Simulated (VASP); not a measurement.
Data:

```
KI
1.0
    0.00000     3.52801     3.52801
    3.52801     0.00000     3.52801
    3.52801     3.52801     0.00000
K I
1 1
Direct
  0.00000   0.00000   0.00000
  0.50000   0.50000   0.50000
```

Computed with PBE GGA with D4 dispersion, VASP's PBE PAW potentials (set 64) (plane waves; VASP). Settings: 520 eV cut-off, 7×7×7 Γ-centred mesh, tetrahedra with Blöchl corrections, potentials K_sv I.

Unless said otherwise, spin-orbit coupling is left out, though it shifts the bands of the heavy elements here.

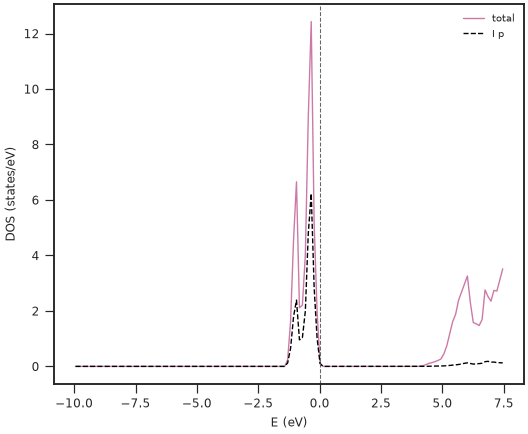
Total and projected density of states, zero at the valence-band maximum

Within 2 eV below the valence-band maximum the largest weight inside VASP's projection spheres is I p.

The gap is direct, 3.97 eV, from the valence maximum at Γ to the conduction minimum at Γ.

The compound is KI in the rock salt structure. It was relaxed first.
